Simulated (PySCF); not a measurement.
# C3H4S: the cost of one run

Programs: PySCF 2.14.0, with density-fitted response routines of our own. Each step states its level of theory. These are calculated values for one molecule in the gas phase, unless marked as measured. Atoms are numbered from 0 throughout.

**1. The starting structure**

8 atoms, charge 0, multiplicity 1; geometry from: GFN2-xTB. The atoms were then displaced at random by about 0.01 Å, so the start is not that level's minimum.

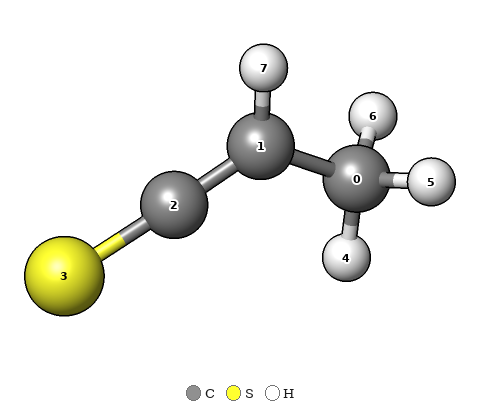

The starting geometry (carbon grey, sulfur yellow, hydrogen white), atoms numbered.

**2. Optimising the geometry at PBE0-D3(BJ)/def2-SVP**

Job settings and geometry (Å):

```
{"job": {"xc": "PBE0", "basis": "def2-SVP", "d3": "d3bj", "grid": 1, "shake": 0.01, "kind": "geom"}, "charge": 0, "multiplicity": 1}
C     -0.967000    -0.240850    -0.047010
C      0.310950     0.475090     0.218290
C      1.464110     0.007740    -0.098860
S      2.921270    -0.554780    -0.470380
H     -0.821030    -1.175960    -0.552560
H     -1.617070     0.411050    -0.692930
H     -1.509120    -0.388760     0.884410
H      0.273020     1.447330     0.706560
```

The run is started by

```
$ OMP_NUM_THREADS=1 python probes_run.py task.json out
```

The driver reads the jobs from task.json and runs them one after another.

Q: Estimate the wall time and peak memory of this first job on 1 thread of Arm Neoverse V1, shared host.

About 11 s, with a peak of 0.33 GiB.
